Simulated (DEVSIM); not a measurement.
System: isotype n-n heterojunction Al0.1Ga0.9N/GaN, at 300 K.

```
layer (left to right)     material  thickness (μm)  Nd (cm⁻³)   τn (s)   τp (s)
---------------------  -----------  --------------  ---------  -------  -------
1                      Al0.1Ga0.9N           0.120       3e17  4.8e-10  4.8e-10
2                              GaN           0.480     9.7e17  4.8e-10  4.8e-10
```

Left contact: ohmic. Right contact: ohmic. Voltage is applied to the left contact. Recombination: SRH at mid-gap, Auger. Mobility is μmin + (μ − μmin)/(1 + (N/Nref)^α).

This is a model device: material constants are rounded textbook-type values typed into the input, and sizes, dopings and lifetimes were drawn at random. Values at 300 K.

| parameter | Al0.1Ga0.9N | GaN |
|---|---|---|
| gap (eV) | 3.607 | 3.43 |
| affinity (eV) | 3.976 | 4.1 |
| permittivity | 9.44 | 9.5 |
| Nc (cm⁻³) | 2.3e18 | 2.3e18 |
| Nv (cm⁻³) | 4.6e19 | 4.6e19 |
| μn (cm²/Vs) | 876 | 1200 |
| μp (cm²/Vs) | 30 | 100 |
| μn,min | 55 | 55 |
| μp,min | 3 | 3 |
| Nref,n | 2e17 | 2e17 |
| Nref,p | 3e17 | 3e17 |
| αn | 1 | 1 |
| αp | 2 | 2 |
| Cn (cm⁶/s) | 1e-30 | 1e-30 |
| Cp (cm⁶/s) | 1e-30 | 1e-30 |

Simulated with DEVSIM: 1D drift-diffusion, Boltzmann statistics, complete ionisation; no tunnelling, impact ionisation, image-force lowering or self-heating. Band offsets follow the typed affinities; no thermionic-emission limit at abrupt steps, no polarisation charge.

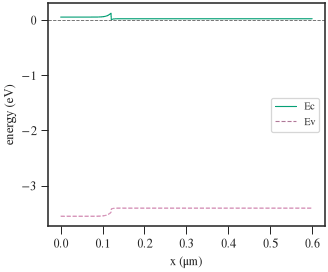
*Band edges at zero bias*

Energies count from the Fermi level of the right contact; mesh points crowd at the junctions.

```
x (μm)    Ec (eV)  Ev (eV)  n (cm⁻³)  p (cm⁻³)  field (V/cm)
--------  -------  -------  --------  --------  ------------
0.000       0.053   -3.554    3.0e17     < 1e2           ≈ 0
0.003613    0.053   -3.554    3.0e17     < 1e2           ≈ 0
0.01029     0.053   -3.554    3.0e17     < 1e2           ≈ 0
0.02101     0.053   -3.554    3.0e17     < 1e2           ≈ 0
0.05030     0.053   -3.554    3.0e17     < 1e2           ≈ 0
0.07868     0.053   -3.554    3.0e17     < 1e2           350
0.09769     0.057   -3.550    2.6e17     < 1e2          5700
0.1122      0.082   -3.525    9.8e16     < 1e2         36000
0.1175      0.107   -3.500    3.7e16     < 1e2         60000
0.1208      0.005   -3.425    1.9e18     < 1e2         53000
0.1252      0.017   -3.413    1.2e18     < 1e2         14000
0.1366      0.022   -3.408    9.8e17     < 1e2           630
0.1543      0.022   -3.408    9.7e17     < 1e2           ≈ 0
0.1837      0.022   -3.408    9.7e17     < 1e2           ≈ 0
0.2618      0.022   -3.408    9.7e17     < 1e2           ≈ 0
0.3788      0.022   -3.408    9.7e17     < 1e2           ≈ 0
0.4757      0.022   -3.408    9.7e17     < 1e2           ≈ 0
0.5340      0.022   -3.408    9.7e17     < 1e2           ≈ 0
0.5717      0.022   -3.408    9.7e17     < 1e2           ≈ 0
0.5860      0.022   -3.408    9.7e17     < 1e2           ≈ 0
0.5945      0.022   -3.408    9.7e17     < 1e2           ≈ 0
0.6000      0.022   -3.408    9.7e17     < 1e2           ≈ 0
```
